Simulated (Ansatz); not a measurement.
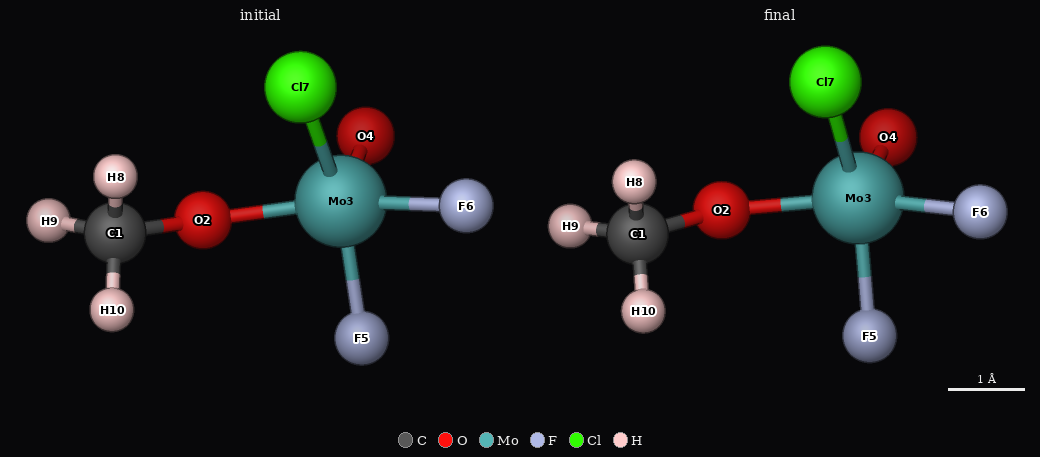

The structure of CH₃ClF₂MoO₂ before (left) and after (right) a relaxation, at one scale.

Style: ball-and-stick. Shown from a free direction.

The start comes from PBE-D4/def2-SVP.

Method: Ansatz, RKS PBE0-D4/def2-TZVP.

The input:
```yaml
crystal:
  periodic: [false, false, false]
  atoms:
    - {symbol: C, position_ang: [0.567352, -1.624271, -0.283734]}
    - {symbol: O, position_ang: [-0.391676, -0.627733, -0.070629]}
    - {symbol: Mo, position_ang: [-0.610697, 1.196908, 0.176361]}
    - {symbol: O, position_ang: [-1.991591, 1.251209, 1.117666]}
    - {symbol: F, position_ang: [-1.079512, 1.388854, -1.621388]}
    - {symbol: F, position_ang: [-0.126183, 2.995652, 0.075938]}
    - {symbol: Cl, position_ang: [1.233100, 1.020947, 1.599111]}
    - {symbol: H, position_ang: [1.414468, -1.448459, 0.421728]}
    - {symbol: H, position_ang: [0.115225, -2.617285, -0.086485]}
    - {symbol: H, position_ang: [0.952515, -1.587021, -1.325669]}
basis:
  gaussian: {orbitals: def2-TZVP}
hamiltonian: {xc: pbe0, dispersion: d4}
relax: {f_tol: 0.005, max_steps: 150}
```

Run as
```bash
ansatz run in.yaml --threads 4 --pin off --events-out ev --progress --plain --max-ram 11315MiB
```

Question: What changed between the two?

Answer: The largest move after the best rigid fit is that of F5, 0.18 Å. Largest moves by element: F 0.18 Å, H 0.17 Å, O 0.14 Å, Cl 0.11 Å, Mo 0.06 Å, C 0.04 Å. Among the contacts that change: Mo3–Cl7 2.336 → 2.299 Å, O2–Mo3 1.854 → 1.827 Å, Mo3–O4 1.672 → 1.646 Å, C1–H8 1.116 → 1.096 Å. Among the angles between lasting bonds that change: C1–O2–Mo3 143.3° → 139.8°. After 13 accepted moves (16 points after the start) the energy has fallen by 0.082 eV. Largest force component: 1.4 eV/Å at the start, 0.0013 eV/Å at the end. The line search rejected the trial steps at points 4, 11, 15 of the run. The run took 2.1 min on 4 threads of Arm Neoverse V1, on a shared host.
